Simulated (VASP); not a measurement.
# TiO2 (Rutile): what each functional gives, and what it costs, part 2 of 5

Which functional reproduces the measured band gap of TiO2 (Rutile), and what does it cost? The start is a cell from a database of measured crystal structures.

VASP 6.6.1, plane waves and PAW; the level of theory is named at each step.

So far, least gap on mesh and path (eV): step 2 (bands, level LDA) 1.77.

## Step 3: Bands with PBE

This step: PBE; plane waves and PAW (Ti_sv, O) (VASP 6.6.1).

PBE, the usual starting point, adds the gradient of the density.

Contents of INCAR:

```
SYSTEM = TiO2
PREC = Accurate
ENCUT = 520
EDIFF = 1E-06
NELM = 100
ISMEAR = 0
SIGMA = 0.02
LREAL = .FALSE.
ALGO = Normal
GGA = PE
NBANDS = 40
LASPH = .TRUE.
LORBIT = 11
LWAVE = .FALSE.
LCHARG = .FALSE.
KPAR = 4
NCORE = 2
```

Contents of POSCAR:

```
TiO2
1.0
    4.5922000000      0.0000000000      0.0000000000
    0.0000000000      4.5922000000      0.0000000000
    0.0000000000      0.0000000000      2.9574000000
Ti O
2 4
Direct
    0.0000000000      0.0000000000      0.0000000000
    0.5000000000      0.5000000000      0.5000000000
    0.3049600000      0.3049600000      0.0000000000
    0.1950400000      0.8049600000      0.5000000000
    0.6950400000      0.6950400000      0.0000000000
    0.8049600000      0.1950400000      0.5000000000
```

Contents of KPOINTS:

```
Automatic mesh
0
Gamma
3 3 5
0 0 0
```

Contents of KPOINTS_OPT:

```
Line mode
16
Line-mode
Reciprocal
  0.00000000   0.00000000   0.00000000 GAMMA
  0.00000000   0.50000000   0.00000000 X

  0.00000000   0.50000000   0.00000000 X
  0.50000000   0.50000000   0.00000000 M

  0.50000000   0.50000000   0.00000000 M
  0.00000000   0.00000000   0.00000000 GAMMA

  0.00000000   0.00000000   0.00000000 GAMMA
  0.00000000   0.00000000   0.50000000 Z

  0.00000000   0.00000000   0.50000000 Z
  0.00000000   0.50000000   0.50000000 R

  0.00000000   0.50000000   0.50000000 R
  0.50000000   0.50000000   0.50000000 A

  0.50000000   0.50000000   0.50000000 A
  0.00000000   0.00000000   0.50000000 Z

  0.00000000   0.50000000   0.00000000 X
  0.00000000   0.50000000   0.50000000 R

  0.50000000   0.50000000   0.00000000 M
  0.50000000   0.50000000   0.50000000 A
```

PAW data sets: Ti_sv and O (PBE family, release 64).

The run is started by

```bash
mpirun -np 8 vasp_std
```

What it wrote:

```text
[banner, memory and clock lines left out]
running    8 mpi-ranks, on    1 nodes
 distrk:  each k-point on    2 cores,    4 groups
 distr:  one band on    2 cores,    1 groups

 POSCAR found type information on POSCAR TiO
 POSCAR found :  2 types and       6 ions
 LDA part: xc-table for (Slater+PW92), standard interpolation
 POSCAR, INCAR and KPOINTS ok, starting setup
 FFT: planning ... GRIDC
 FFT: planning ... GRID_SOFT
 FFT: planning ... GRID
 WAVECAR not read
 entering main loop
       N       E                     dE             d eps       ncg     rms          rms(c)
DAV:   1     0.636511935804E+03    0.63651E+03   -0.23211E+04   720   0.142E+03
DAV:   2     0.138109142264E+02   -0.62270E+03   -0.56391E+03   720   0.446E+02
DAV:   3    -0.660320671300E+02   -0.79843E+02   -0.78054E+02   912   0.159E+02
DAV:   4    -0.709428638248E+02   -0.49108E+01   -0.48859E+01  1064   0.338E+01
DAV:   5    -0.711175830166E+02   -0.17472E+00   -0.17470E+00   888   0.485E+00    0.315E+01
DAV:   6    -0.543594070345E+02    0.16758E+02   -0.39283E+01   952   0.731E+01    0.117E+01
DAV:   7    -0.539020101737E+02    0.45740E+00   -0.72037E+00   864   0.269E+01    0.954E+00
DAV:   8    -0.537836092453E+02    0.11840E+00   -0.39887E-01   896   0.439E+00    0.734E+00
DAV:   9    -0.538443539809E+02   -0.60745E-01   -0.67250E-01  1048   0.114E+01    0.412E+00
DAV:  10    -0.536875033398E+02    0.15685E+00   -0.17780E-01   856   0.415E+00    0.203E+00
DAV:  11    -0.536408314541E+02    0.46672E-01   -0.74746E-02  1040   0.328E+00    0.801E-01
DAV:  12    -0.536390668994E+02    0.17646E-02   -0.10615E-02   824   0.708E-01    0.517E-01
DAV:  13    -0.536382787695E+02    0.78813E-03   -0.15488E-03   912   0.281E-01    0.219E-01
DAV:  14    -0.536379046664E+02    0.37410E-03   -0.78363E-04   832   0.156E-01    0.601E-02
DAV:  15    -0.536378712310E+02    0.33435E-04   -0.68907E-05  1048   0.573E-02    0.374E-02
DAV:  16    -0.536378558365E+02    0.15394E-04   -0.99647E-06   984   0.414E-02    0.101E-02
DAV:  17    -0.536378542727E+02    0.15638E-05   -0.41564E-06   904   0.186E-02    0.183E-03
DAV:  18    -0.536378544946E+02   -0.22190E-06   -0.76888E-07   480   0.481E-03
   1 F= -.53637854E+02 E0= -.53637854E+02  d E =-.264178E-65
 Start KPOINTS_OPT (optional k-point list driver)
k-point batch [1-9\144]
       N       E                     dE             ncg
DAV:   1     0.436935154905E+03   -0.12460E+04      728
DAV:   2    -0.465916153777E+04   -0.50961E+04      760
DAV:   3    -0.529734809444E+04   -0.63819E+03      944
DAV:   4    -0.533740887031E+04   -0.40061E+02     1024
DAV:   5    -0.533872872983E+04   -0.13199E+01      856
DAV:   6    -0.533875636503E+04   -0.27635E-01      928
DAV:   7    -0.533875678325E+04   -0.41822E-03      872
DAV:   8    -0.533875678874E+04   -0.54858E-05      888
DAV:   9    -0.533875678878E+04   -0.45731E-07      504
[...]
k-point batch [136-144\144]
       N       E                     dE             ncg
DAV:   1     0.388093196640E+03   -0.16316E+05      720
DAV:   2    -0.470376554615E+04   -0.50919E+04      744
DAV:   3    -0.532715578723E+04   -0.62339E+03      968
DAV:   4    -0.537026014546E+04   -0.43104E+02     1008
DAV:   5    -0.537176785925E+04   -0.15077E+01      888
DAV:   6    -0.537178475099E+04   -0.16892E-01      896
DAV:   7    -0.537178543734E+04   -0.68634E-03      912
DAV:   8    -0.537178547459E+04   -0.37256E-04      776
DAV:   9    -0.537178547706E+04   -0.24674E-05      520
DAV:  10    -0.537178547724E+04   -0.18300E-06      488
```

Wall time 76 s (8 MPI ranks of AMD EPYC 7R43, shared host); peak memory 1.2 GiB; 8.1 min of CPU time.

From OUTCAR (step 3):

```text
 Found      9 irreducible k-points:

   NELECT =      48.0000    total number of electrons

 E-fermi :   5.1004

 k-point     1 :       0.0000    0.0000    0.0000
  band No.  band energies     occupation
    ...
     20       2.8784      2.00000
     21       4.1578      2.00000
     22       4.4177      2.00000
     23       4.4177      2.00000
     24       4.8614      2.00000
     25       6.7287      0.00000
     26       7.0385      0.00000
     27       7.2632      0.00000
     28       7.3535      0.00000
     29       7.3535      0.00000
    ...

 k-point     2 :       0.3333    0.0000    0.0000
  band No.  band energies     occupation
    ...
     20       2.8660      2.00000
     21       2.9828      2.00000
     22       3.5944      2.00000
     23       3.9706      2.00000
     24       4.4601      2.00000
     25       7.1779      0.00000
     26       7.4404      0.00000
     27       7.7068      0.00000
     28       7.7803      0.00000
     29       7.9052      0.00000
    ...

  Total        2.4141567      2.4141567      2.2904722      0.0000000      0.0000000      0.0000000
  in kB       62.0189448     62.0189448     58.8415285      0.0000000      0.0000000      0.0000000
  external PRESSURE =      60.9598061 kB  Pullay stress =       0.0000000 kB

 POSITION                                       TOTAL-FORCE (eV/Angst)
 -----------------------------------------------------------------------------------
      0.00000      0.00000      0.00000         0.000000     -0.000000     -0.000000
      2.29610      2.29610      1.47870         0.000000     -0.000000     -0.000000
      1.40044      1.40044      0.00000        -0.090115     -0.090115      0.000000
      0.89566      3.69654      1.47870         0.090115     -0.090115      0.000000
      3.19176      3.19176      0.00000         0.090115      0.090115     -0.000000
      3.69654      0.89566      1.47870        -0.090115      0.090115     -0.000000
 -----------------------------------------------------------------------------------
    total drift:                                0.000000      0.000000     -0.000000

  FREE ENERGIE OF THE ION-ELECTRON SYSTEM (eV)
  ---------------------------------------------------
  free  energy   TOTEN  =       -53.6378544946 eV

  energy  without entropy=      -53.6378544946  energy(sigma->0) =      -53.63785449

 total charge
# of ion       s       p       d       tot
------------------------------------------
    1        2.222   6.302   1.718  10.242
    2        2.222   6.302   1.718  10.242
    3        1.573   3.504   0.000   5.077
    4        1.573   3.504   0.000   5.077
    5        1.573   3.504   0.000   5.077
    6        1.573   3.504   0.000   5.077
--------------------------------------------------
tot         10.736  26.619   3.436  40.792

[... 9 parts as in an earlier step ...]

[... 5 further parts left out ...]
```

At this level the cell is under a pressure of 6.1 GPa, so at these settings it is away from equilibrium.

This step gave:

```
SCF cycles                        : 18
free energy (TOTEN)               : -53.6379 eV
Fermi energy                      : 5.100 eV
pressure                          : 6.096 GPa
least gap on mesh and path        : 1.867 eV
least direct gap on mesh and path : 1.867 eV
```

Electronic bands along the path, in eV, zero at the valence-band top; v1 is the highest filled band, c1 the lowest empty one:

```csv
point,v4,v3,v2,v1,c1,c2,c3,c4
Γ,-0.70,-0.44,-0.44,0.00,1.87,2.18,2.40,2.49
X,-1.64,-1.64,-0.75,-0.75,2.54,2.54,3.01,3.01
M,-1.31,-1.31,-1.05,-1.05,1.91,1.91,2.51,2.51
Γ,-0.70,-0.44,-0.44,0.00,1.87,2.18,2.40,2.49
Z,-2.37,-2.37,-1.42,-1.42,2.96,2.96,3.16,3.16
R,-2.04,-2.04,-1.03,-1.03,1.90,1.90,3.18,3.18
A,-1.28,-1.28,-0.67,-0.67,2.59,2.59,3.20,3.20
Z,-2.37,-2.37,-1.42,-1.42,2.96,2.96,3.16,3.16
jump to X,-1.64,-1.64,-0.75,-0.75,2.54,2.54,3.01,3.01
R,-2.04,-2.04,-1.03,-1.03,1.90,1.90,3.18,3.18
jump to M,-1.31,-1.31,-1.05,-1.05,1.91,1.91,2.51,2.51
A,-1.28,-1.28,-0.67,-0.67,2.59,2.59,3.20,3.20
```

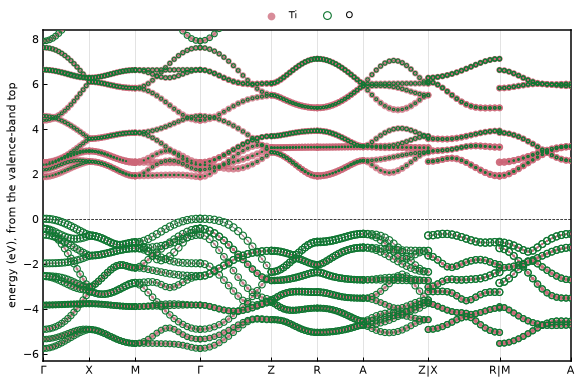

Electronic bands along the path; dots are coloured as in the legend, and their area grows with the weight.

Force by atom:

```csv
atom,x (eV/Å),y (eV/Å),z (eV/Å),size
Ti1,0.000,0.000,0.000,0.000
Ti2,0.000,0.000,0.000,0.000
O3,-0.090,-0.090,0.000,0.127
O4,0.090,-0.090,0.000,0.127
O5,0.090,0.090,0.000,0.127
O6,-0.090,0.090,0.000,0.127
```

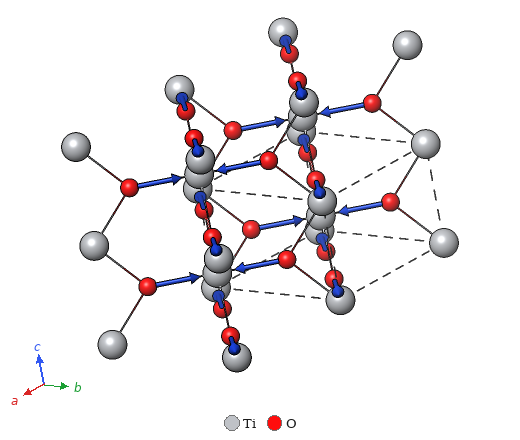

Force as arrows, the longest 0.127 eV/Å. 2×1×2 cells are drawn. Some periodic images of atoms are drawn too.

The gap is 1.87 eV, direct at Γ. Against LDA that is +0.09 eV; the cost is about the same. The gap lies -1.16 eV from the measured 3.03 eV.

## Step 4: Bands with r2SCAN

This step: r2SCAN; plane waves and PAW (Ti_sv, O) (VASP 6.6.1).

r2SCAN adds the kinetic-energy density, costs more than a GGA and is run with LASPH.

Changes to INCAR since step 3:

```diff
@@ -9,5 +9,5 @@
 ALGO = Normal
-GGA = PE
+METAGGA = R2SCAN
+LASPH = .TRUE.
 NBANDS = 40
-LASPH = .TRUE.
 LORBIT = 11
```

POSCAR is that of step 3.

KPOINTS is that of step 3.

KPOINTS_OPT is that of step 3.

The run is started by

```bash
mpirun -np 8 vasp_std
```

What it wrote:

```text
[banner, memory and clock lines left out]
running    8 mpi-ranks, on    1 nodes
[...]
[... a notice as in an earlier step ...]

 LDA part: xc-table for (None), standard interpolation
 POSCAR, INCAR and KPOINTS ok, starting setup
[...]
entering main loop
       N       E                     dE             d eps       ncg     rms          rms(c)
DAV:   1     0.629135818473E+03    0.62914E+03   -0.23508E+04   720   0.145E+03
DAV:   2    -0.139430125152E+02   -0.64308E+03   -0.58488E+03   736   0.458E+02
DAV:   3    -0.963979895473E+02   -0.82455E+02   -0.80672E+02   936   0.163E+02
DAV:   4    -0.101767783018E+03   -0.53698E+01   -0.53372E+01  1072   0.350E+01
[...]
DAV:  14    -0.697901684814E+02    0.36251E-04   -0.97301E-05   864   0.761E-02    0.181E-02
DAV:  15    -0.697901631954E+02    0.52861E-05   -0.85268E-06   912   0.220E-02    0.978E-03
DAV:  16    -0.697901623423E+02    0.85310E-06   -0.13701E-06   616   0.168E-02
   1 F= -.69790162E+02 E0= -.69790162E+02  d E =-.453807E-21
 Start KPOINTS_OPT (optional k-point list driver)
k-point batch [1-9\144]
       N       E                     dE             ncg
DAV:   1     0.224091154448E+03   -0.14588E+04      728
DAV:   2    -0.506979203039E+04   -0.52939E+04      760
DAV:   3    -0.573082699518E+04   -0.66103E+03      952
DAV:   4    -0.577196682098E+04   -0.41140E+02     1032
DAV:   5    -0.577332814834E+04   -0.13613E+01      840
DAV:   6    -0.577335159964E+04   -0.23451E-01      928
DAV:   7    -0.577335181914E+04   -0.21950E-03      880
DAV:   8    -0.577335182484E+04   -0.57061E-05      840
DAV:   9    -0.577335182491E+04   -0.62349E-07      512
[...]
k-point batch [136-144\144]
       N       E                     dE             ncg
DAV:   1     0.171652360843E+03   -0.16532E+05      720
DAV:   2    -0.511593431749E+04   -0.52876E+04      744
DAV:   3    -0.576032889022E+04   -0.64439E+03      968
DAV:   4    -0.580486250007E+04   -0.44534E+02     1024
[...]
DAV:   8    -0.580653728702E+04   -0.41117E-04      768
DAV:   9    -0.580653728976E+04   -0.27327E-05      504
DAV:  10    -0.580653728996E+04   -0.19816E-06      496
```

It took 3.8 min on 8 MPI ranks; peak memory 1.2 GiB.

From OUTCAR (step 4):

```text
  Total        0.5377303      0.5377303      0.6391512      0.0000000      0.0000000      0.0000000
  in kB       13.8141260     13.8141260     16.4195979      0.0000000      0.0000000      0.0000000
  external PRESSURE =      14.6826166 kB  Pullay stress =       0.0000000 kB

 POSITION                                       TOTAL-FORCE (eV/Angst)
 -----------------------------------------------------------------------------------
      0.00000      0.00000      0.00000        -0.000000      0.000000     -0.000000
      2.29610      2.29610      1.47870        -0.000000      0.000000     -0.000000
      1.40044      1.40044      0.00000        -0.060564     -0.060564      0.000000
      0.89566      3.69654      1.47870         0.060564     -0.060564     -0.000000
      3.19176      3.19176      0.00000         0.060564      0.060564     -0.000000
      3.69654      0.89566      1.47870        -0.060564      0.060564     -0.000000
 -----------------------------------------------------------------------------------
    total drift:                                0.000000      0.000000     -0.000000

  FREE ENERGIE OF THE ION-ELECTRON SYSTEM (eV)
  ---------------------------------------------------
  free  energy   TOTEN  =       -69.7901623423 eV

  energy  without entropy=      -69.7901623423  energy(sigma->0) =      -69.79016234

[... 2 parts as in an earlier step ...]

[... 1 further part left out ...]
[key lines of the parts left out:]
E-fermi :   4.6812
```

The PAW data sets were made with PBE, which is usual practice but a small mismatch for other functionals.

Electronic bands along the path, in eV, zero at the valence-band top; v1 is the highest filled band, c1 the lowest empty one:

```
    point     v4     v3     v2     v1    c1    c2    c3    c4
        Γ  -0.77  -0.48  -0.48   0.00  2.24  2.57  2.79  2.88
        X  -1.71  -1.71  -0.77  -0.77  2.93  2.93  3.41  3.41
        M  -1.39  -1.39  -1.11  -1.11  2.28  2.28  2.90  2.90
        Γ  -0.77  -0.48  -0.48   0.00  2.24  2.57  2.79  2.88
        Z  -2.40  -2.40  -1.48  -1.48  3.33  3.33  3.57  3.57
        R  -2.08  -2.08  -1.09  -1.09  2.29  2.29  3.60  3.60
        A  -1.31  -1.31  -0.72  -0.72  2.96  2.96  3.61  3.61
        Z  -2.40  -2.40  -1.48  -1.48  3.33  3.33  3.57  3.57
jump to X  -1.71  -1.71  -0.77  -0.77  2.93  2.93  3.41  3.41
        R  -2.08  -2.08  -1.09  -1.09  2.29  2.29  3.60  3.60
jump to M  -1.39  -1.39  -1.11  -1.11  2.28  2.28  2.90  2.90
        A  -1.31  -1.31  -0.72  -0.72  2.96  2.96  3.61  3.61
```

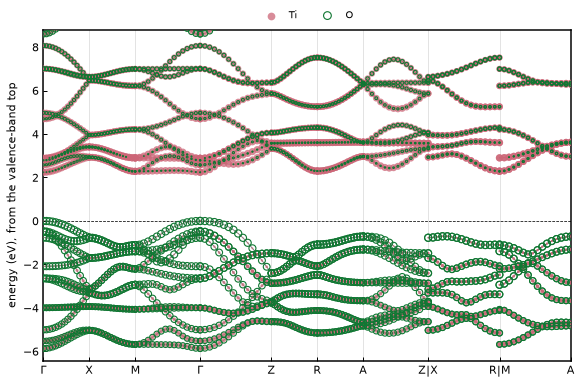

Electronic bands along the path; dots are coloured as in the legend, and their area grows with the weight.

The gap is 2.24 eV, direct at Γ. Against LDA that is +0.46 eV; this run took 3.5 times the core time. The gap lies -0.79 eV from the measured 3.03 eV.

## Step 5: Bands with TB-mBJ

This step: TB-mBJ; plane waves and PAW (Ti_sv, O) (VASP 6.6.1).

TB-mBJ is a local potential fitted to gaps: it costs far less than a hybrid but gives no energy.

Changes to INCAR since step 4:

```diff
@@ -4,3 +4,3 @@
 EDIFF = 1E-06
-NELM = 100
+NELM = 150
 ISMEAR = 0
@@ -9,3 +9,3 @@
 ALGO = Normal
-METAGGA = R2SCAN
+METAGGA = MBJ
 LASPH = .TRUE.
```

POSCAR is that of step 4.

KPOINTS is that of step 4.

KPOINTS_OPT is that of step 4.

The run is started by

```bash
mpirun -np 8 vasp_std
```

What it wrote:

```text
[... set-up lines as in an earlier step ...]
 entering main loop
       N       E                     dE             d eps       ncg     rms          rms(c)
DAV:   1     0.802276502410E+03    0.80228E+03   -0.22675E+04   720   0.140E+03
DAV:   2     0.178739113538E+03   -0.62354E+03   -0.56860E+03   736   0.443E+02
DAV:   3     0.985255242547E+02   -0.80214E+02   -0.78620E+02  1016   0.158E+02
DAV:   4     0.936757497414E+02   -0.48498E+01   -0.48239E+01  1088   0.333E+01
[...]
DAV:  58     0.120714967225E+03   -0.36547E-04   -0.13961E-10   360   0.140E-04    0.269E-05
DAV:  59     0.120714961828E+03   -0.53967E-05   -0.96177E-11   360   0.773E-05    0.732E-06
DAV:  60     0.120714962496E+03    0.66799E-06   -0.99913E-12   360   0.323E-05
   1 F= 0.12071496E+03 E0= 0.12071496E+03  d E =-.491923E-24
 Start KPOINTS_OPT (optional k-point list driver)
k-point batch [1-9\144]
       N       E                     dE             ncg
DAV:   1     0.742945226053E+03   -0.93996E+03      728
DAV:   2    -0.451698334261E+04   -0.52599E+04      784
DAV:   3    -0.515254849248E+04   -0.63557E+03      928
DAV:   4    -0.519509047186E+04   -0.42542E+02     1144
[...]
DAV:   8    -0.519660614564E+04   -0.65723E-04      840
DAV:   9    -0.519660614930E+04   -0.36622E-05      584
DAV:  10    -0.519660614950E+04   -0.20325E-06      584
[...]
k-point batch [136-144\144]
       N       E                     dE             ncg
DAV:   1     0.685075679281E+03   -0.16019E+05      720
DAV:   2    -0.455908710439E+04   -0.52442E+04      776
DAV:   3    -0.517322670656E+04   -0.61414E+03      960
DAV:   4    -0.521916439866E+04   -0.45938E+02     1200
[...]
DAV:   8    -0.522081204694E+04   -0.56703E-04      816
DAV:   9    -0.522081204991E+04   -0.29679E-05      520
DAV:  10    -0.522081205008E+04   -0.17359E-06      608
```

It took 2.2 min on 8 MPI ranks; peak memory 1.3 GiB.

Parts of OUTCAR (step 5):

```text
  Total     -191.4944658   -191.4944658   -193.3332761     -0.0000000      0.0000000      0.0000000
  in kB    -4919.4341627  -4919.4341627  -4966.6726351     -0.0000000      0.0000000      0.0000000
  external PRESSURE =   -4935.1803202 kB  Pullay stress =       0.0000000 kB

 POSITION                                       TOTAL-FORCE (eV/Angst)
 -----------------------------------------------------------------------------------
      0.00000      0.00000      0.00000         0.000000     -0.000000      0.000000
      2.29610      2.29610      1.47870         0.000000     -0.000000      0.000000
      1.40044      1.40044      0.00000        -0.207854     -0.207854     -0.000000
      0.89566      3.69654      1.47870         0.207854     -0.207854      0.000000
      3.19176      3.19176      0.00000         0.207854      0.207854      0.000000
      3.69654      0.89566      1.47870        -0.207854      0.207854      0.000000
 -----------------------------------------------------------------------------------
    total drift:                                0.000000      0.000000     -0.000000

  FREE ENERGIE OF THE ION-ELECTRON SYSTEM (eV)
  ---------------------------------------------------
  free  energy   TOTEN  =       120.7149624964 eV

  energy  without entropy=      120.7149624964  energy(sigma->0) =      120.71496250

[... 2 parts as in an earlier step ...]

[... 1 further part left out ...]
[key lines of the parts left out:]
E-fermi :   5.7047
```

This functional is a potential without an energy, so its energies, forces and stress mean nothing and are not read.

The electronic bands at the labelled points (eV, zero at the valence-band top; v1 is the highest filled band, c1 the lowest empty one):

```csv
point,v4,v3,v2,v1,c1,c2,c3,c4
Γ,-0.86,-0.53,-0.53,0.00,2.75,3.09,3.29,3.29
X,-1.64,-1.64,-0.70,-0.70,3.46,3.46,3.80,3.80
M,-1.40,-1.40,-1.10,-1.10,2.74,2.74,3.31,3.31
Γ,-0.86,-0.53,-0.53,0.00,2.75,3.09,3.29,3.29
Z,-1.98,-1.98,-1.35,-1.35,3.74,3.74,4.01,4.01
R,-1.83,-1.83,-1.01,-1.01,2.89,2.89,4.03,4.03
A,-1.16,-1.16,-0.71,-0.71,3.47,3.47,4.03,4.03
Z,-1.98,-1.98,-1.35,-1.35,3.74,3.74,4.01,4.01
jump to X,-1.64,-1.64,-0.70,-0.70,3.46,3.46,3.80,3.80
R,-1.83,-1.83,-1.01,-1.01,2.89,2.89,4.03,4.03
jump to M,-1.40,-1.40,-1.10,-1.10,2.74,2.74,3.31,3.31
A,-1.16,-1.16,-0.71,-0.71,3.47,3.47,4.03,4.03
```

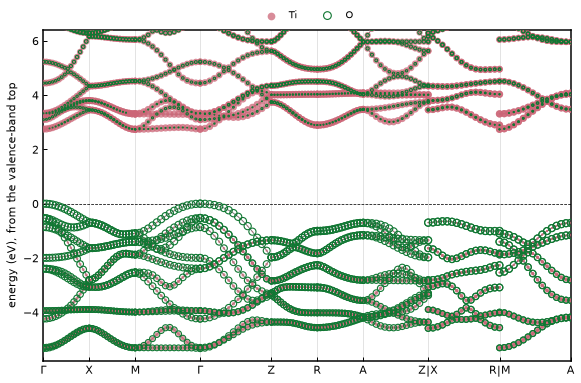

Electronic bands along the path; dots are coloured as in the legend, and their area grows with the weight.

The gap is 2.74 eV, indirect, from Γ to M. The direct gap lies only 0.008 eV higher. Against LDA that is +0.96 eV; this run took 2.0 times the core time. The gap lies -0.29 eV from the measured 3.03 eV.

(Part 2 of 5 ends here.)

[Lines on the potential files, build, host, timing and source positions are cut from VASP's logs without a mark.]

[Logs are printed without paths, hosts, clocks, repeated set-up lines and the standing remarks that a program may print on its own settings, such as how far it seeks lower states.]

[Hosts, paths, dates, database ids (printed as entryN), source tags and the programs' standing remarks are cut or masked in the printed files.]

[A measured line is paired with the nearest computed mode of its activity, which favours agreement.]
